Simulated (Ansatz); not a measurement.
# Sn(CCH)H3 (C₂H₄Sn): structure and electronic state

What does Sn(CCH)H3 (C₂H₄Sn) look like as a singlet, and where do its frontier electrons sit?

The runs use Ansatz 0.2.0, Gaussian basis; RKS PBE0-D4/def2-TZVP.

Plan: relaxation at PBE0-D4/def2-TZVP; a search for the lowest solution at PBE0-D4/def2-SVP; a single point at PBE0-D4/def2-TZVP.

1 further run of the same task is left out (it didn't finish). Runs told in other sessions of the task aren't counted.

### Step 1. Where the work starts

7 atoms, charge 0, spin multiplicity 1.

Atoms are counted from 1 here; the program's logs count them from 0.

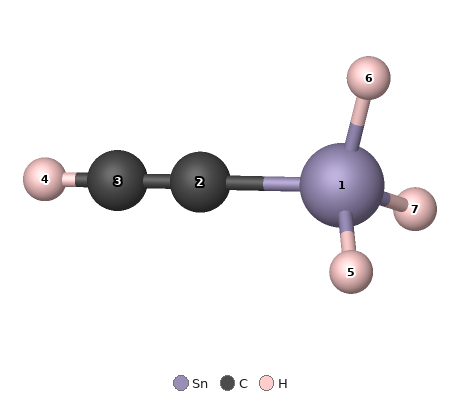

Start geometry, drawn with tin purple, carbon dark grey, hydrogen pink; atoms are numbered from 1 in the order of the file.

Coordinates:

```
Sn   -0.00733   -0.00612   -1.15047
C    -0.00151    0.00498    0.90915
C     0.00903    0.01406    2.11021
H     0.02001    0.01993    3.16279
H     1.55768   -0.00880   -1.67640
H    -0.79374    1.34352   -1.68532
H    -0.78414   -1.36757   -1.66996
```

Sn takes a core potential in the def2 sets. No spin-orbit coupling is included.

The start is a GFN2-xTB geometry.

### Step 2. Relaxation at PBE0-D4/def2-TZVP

in.yaml reads:

```yaml
crystal:
  periodic: [false, false, false]
  atoms:
    - {symbol: Sn, position_ang: [-0.007330, -0.006120, -1.150470]}
    - {symbol: C, position_ang: [-0.001510, 0.004980, 0.909150]}
    - {symbol: C, position_ang: [0.009030, 0.014060, 2.110210]}
    - {symbol: H, position_ang: [0.020010, 0.019930, 3.162790]}
    - {symbol: H, position_ang: [1.557680, -0.008800, -1.676400]}
    - {symbol: H, position_ang: [-0.793740, 1.343520, -1.685320]}
    - {symbol: H, position_ang: [-0.784140, -1.367570, -1.669960]}
basis:
  gaussian: {orbitals: def2-TZVP}
hamiltonian: {xc: pbe0, dispersion: d4}
scf: {lower_state_search: "off"}
output: {orbitals: {seedname: orbitals}}
relax: {f_tol: 0.02, max_steps: 100}
```

Command:

```
$ ansatz run in.yaml --threads 4 --pin off --events-out ev --progress --plain --max-ram 3916MiB
```

The program printed, shortened:

```text
Functional definition: PBE0
  name "PBE0"
  cite "Adamo & Barone, J. Chem. Phys. 110, 6158 (1999) doi:10.1063/1.478522"
  cite "Perdew, Burke & Ernzerhof, Phys. Rev. Lett. 77, 3865 (1996) doi:10.1103/PhysRevLett.77.3865"
  parent pbe
[...]
997 factors; their error is unknown
[...]
mean field -7966.02740830 eV, -292.7461076878 hartree, gradient 3.9e-6 eV, S^2 0.000000; 0 other end points of the search recorded, 0 dependent functions left out
[...]
reference -7966.02744393 eV, -292.7461089970 hartree; 19, 19 occupied and 117, 117 virtual orbitals, 997 factors
relax step   1: F+E_penalty+E_count = -7966.12955727 eV  Δ(F+E_penalty+E_count) = +0.000e0 eV  max|allowed force component| = 7.783e-1 eV/Å  Δτ_max = 0.0000 Å  (16 SCF iters, accepted)
[...]
relax step   4: F+E_penalty+E_count = -7966.19801270 eV  Δ(F+E_penalty+E_count) = -1.620e-4 eV  max|allowed force component| = 2.305e-2 eV/Å  Δτ_max = 0.0062 Å  (22 SCF iters, accepted)
[...]
relax step   5: F+E_penalty+E_count = -7966.19801514 eV  Δ(F+E_penalty+E_count) = -2.440e-6 eV  max|allowed force component| = 1.700e-2 eV/Å  Δτ_max = 0.0005 Å  (23 SCF iters, accepted)
Total energy: -7966.19805101 eV, -292.7523786917 hartree
Atom 0 at    -0.004903    -0.007310    -1.163292 Å, force     0.000072     0.000017     0.000279 eV/Å
Atom 1 at     0.003738     0.005702     0.918039 Å, force     0.000182     0.000215     0.015609 eV/Å
Atom 2 at     0.008916     0.013348     2.124481 Å, force    -0.000176    -0.000292    -0.017002 eV/Å
Atom 3 at     0.013470     0.020038     3.190543 Å, force    -0.000011     0.000085     0.001997 eV/Å
Atom 4 at     1.610340    -0.006662    -1.696626 Å, force     0.000140    -0.000003    -0.000359 eV/Å
Atom 5 at    -0.819222     1.388152    -1.695291 Å, force    -0.000099     0.000163    -0.000278 eV/Å
Atom 6 at    -0.812339    -1.413268    -1.677855 Å, force    -0.000108    -0.000185    -0.000247 eV/Å
Dipole moment:    -0.000196    -0.000328    -0.052904 e Å
Checks for a lower state left out: stability, starts, cluster_reference, orbital_swaps, neighbouring_geometries, increment
```

It took 4.1 s on 4 threads of Arm Neoverse V2, shared host.

Along the way:

| step | energy from step 1 (eV) | largest force component (eV/Å) |
| --- | --- | --- |
| 1 | 0.0000 | 0.7783 |
| 2 | -0.0602 | 0.2592 |
| 3 | -0.0683 | 0.0369 |
| 4 | -0.0685 | 0.0230 |
| 5 | -0.0685 | 0.0170 |

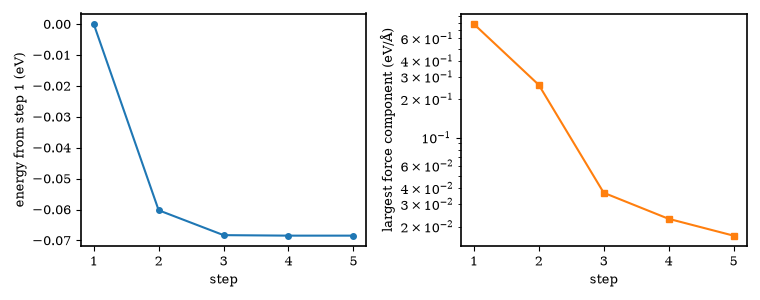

Energy and force, step by step.

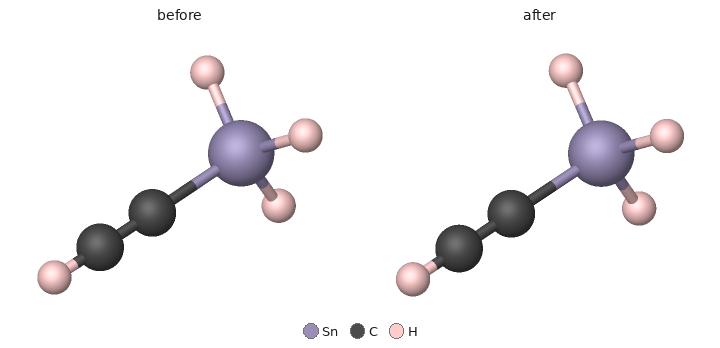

The geometry before (left) and after (right).

Close pairs (by a distance rule), those that changed most:

| bond | before (Å) | after (Å) | change (Å) |
| --- | --- | --- | --- |
| Sn1–H5 | 1.651 | 1.701 | +0.050 |
| Sn1–H6 | 1.651 | 1.701 | +0.050 |
| Sn1–H7 | 1.651 | 1.701 | +0.050 |
| Sn1–C2 | 2.060 | 2.081 | +0.022 |
| C3–H4 | 1.053 | 1.066 | +0.013 |
| C2–C3 | 1.201 | 1.206 | +0.005 |

Bonds by kind at the end (by distance):

| bond | count | shortest (Å) | longest (Å) |
| --- | --- | --- | --- |
| C–Sn | 1 | 2.081 | 2.081 |
| C–C | 1 | 1.206 | 1.206 |
| H–Sn | 3 | 1.701 | 1.701 |
| C–H | 1 | 1.066 | 1.066 |

### Step 3. Searching for the lowest solution, PBE0-D4/def2-SVP

start.molden holds the orbitals of an earlier run on this state, given as this run's starting guess.

in.yaml reads:

```yaml
crystal:
  periodic: [false, false, false]
  atoms:
    - {symbol: Sn, position_ang: [-0.004903, -0.007310, -1.163292]}
    - {symbol: C, position_ang: [0.003738, 0.005702, 0.918039]}
    - {symbol: C, position_ang: [0.008916, 0.013348, 2.124481]}
    - {symbol: H, position_ang: [0.013470, 0.020038, 3.190543]}
    - {symbol: H, position_ang: [1.610340, -0.006662, -1.696626]}
    - {symbol: H, position_ang: [-0.819222, 1.388152, -1.695291]}
    - {symbol: H, position_ang: [-0.812339, -1.413268, -1.677855]}
basis:
  gaussian: {orbitals: def2-SVP, initial_orbitals: start.molden}
hamiltonian: {xc: pbe0, dispersion: d4}
output: {orbitals: {seedname: orbitals}}
```

Same command.

The program printed:

```text
Functional definition: PBE0
  name "PBE0"
  cite "Adamo & Barone, J. Chem. Phys. 110, 6158 (1999) doi:10.1063/1.478522"
  cite "Perdew, Burke & Ernzerhof, Phys. Rev. Lett. 77, 3865 (1996) doi:10.1103/PhysRevLett.77.3865"
  parent pbe
  parameter a = 0.25
  parameter kappa = 0.804
  parameter beta = 0.06672455060314922
  exchange = (1 - a)*pbe_x(kappa = kappa, mu = beta*pi^2/3) + a*exact_x
  correlation = pbe_c(beta = beta)
838 factors; integrals over basis functions are off by at most 1.3e-3 eV
mean field evaluation 1: about -7963.1852 eV, gradient 2.4e1 eV
mean field evaluation 2: about -7963.3281 eV, gradient 1.9e-1 eV
mean field evaluation 4: about -7963.4365 eV, gradient 1.3e-3 eV
mean field evaluation 8: about -7959.5775 eV, gradient 3.6e1 eV
mean field evaluation 16: about -7963.4365 eV, gradient 1.6e-2 eV
mean field -7963.43653510 eV, -292.6508948537 hartree, gradient 3.1e-5 eV, S^2 0.000000; 1 other end points of the search recorded, 0 dependent functions left out
reference -7963.43656479 eV, -292.6508959450 hartree; 19, 19 occupied and 55, 55 virtual orbitals, 838 factors
Total energy: -7963.53781415 eV, -292.6546167901 hartree
```

Wall time 0.7 s (4 threads of Arm Neoverse V2, shared host).

From the report: HOMO -8.02 eV, LUMO 0.33 eV.

### Step 4. Single point, PBE0-D4/def2-TZVP

in.yaml: that of step 3 with these lines changed.

```diff
@@ -11,4 +11,5 @@
 basis:
-  gaussian: {orbitals: def2-SVP, initial_orbitals: start.molden}
+  gaussian: {orbitals: def2-TZVP, initial_orbitals: start.molden}
 hamiltonian: {xc: pbe0, dispersion: d4}
+scf: {omitted_lower_state_checks: [starts]}
 output: {orbitals: {seedname: orbitals}}
```

Launched as before.

The program printed:

```text
Functional definition: PBE0
  name "PBE0"
  cite "Adamo & Barone, J. Chem. Phys. 110, 6158 (1999) doi:10.1063/1.478522"
  cite "Perdew, Burke & Ernzerhof, Phys. Rev. Lett. 77, 3865 (1996) doi:10.1103/PhysRevLett.77.3865"
  parent pbe
  parameter a = 0.25
  parameter kappa = 0.804
  parameter beta = 0.06672455060314922
  exchange = (1 - a)*pbe_x(kappa = kappa, mu = beta*pi^2/3) + a*exact_x
  correlation = pbe_c(beta = beta)
these checks for a lower state are left out or cut short: starts
997 factors; their error is unknown
mean field evaluation 1: about -7964.7525 eV, gradient 6.8e1 eV
mean field evaluation 2: about -7966.0137 eV, gradient 1.3e0 eV
mean field evaluation 4: about -7966.0966 eV, gradient 3.3e-1 eV
mean field evaluation 8: about -7966.0968 eV, gradient 1.6e-5 eV
mean field -7966.09676727 eV, -292.7486565827 hartree, gradient 1.6e-5 eV, S^2 0.000000; 0 other end points of the search recorded, 0 dependent functions left out
reference -7966.09680314 eV, -292.7486579009 hartree; 19, 19 occupied and 117, 117 virtual orbitals, 997 factors
Total energy: -7966.19805249 eV, -292.7523787460 hartree
Checks for a lower state left out: starts
```

Run time: 0.85 s. Hardware: 4 threads of Arm Neoverse V2, shared host.

HOMO -8.10 eV, LUMO 0.17 eV.

Mulliken charges, from this run's orbitals:

| atom | value (e) |
| --- | --- |
| Sn1 | 0.49 |
| C2 | -0.32 |
| C3 | -0.21 |
| H4 | 0.18 |
| H5 | -0.05 |
| H6 | -0.05 |
| H7 | -0.05 |

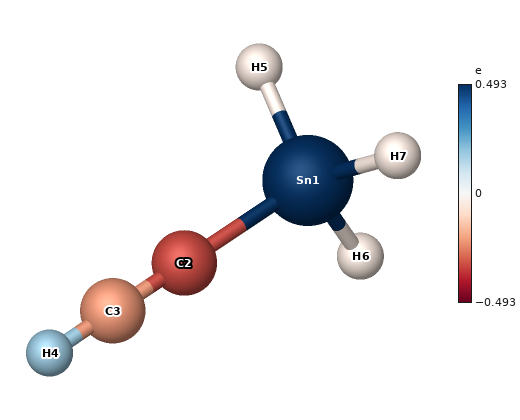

Mulliken charges, from this run's orbitals, as colours on the atoms.

Largest Mayer bond orders: C2–C3 2.80; C3–H4 0.97; Sn1–H5 0.93; Sn1–H6 0.93; Sn1–H7 0.93; Sn1–C2 0.91.

### Step 5. Results

```
                       quantity           value
                    point group             C3v
                      C–Sn bond         2.081 Å
HOMO, LUMO at PBE0-D4/def2-TZVP  -8.10, 0.17 eV
    dipole at PBE0-D4/def2-TZVP          0.25 D
```

The molecule keeps its bonding pattern by the stored test; the atoms moved 0.04 Å (rms). No usable vibrations, so a minimum isn't proven.
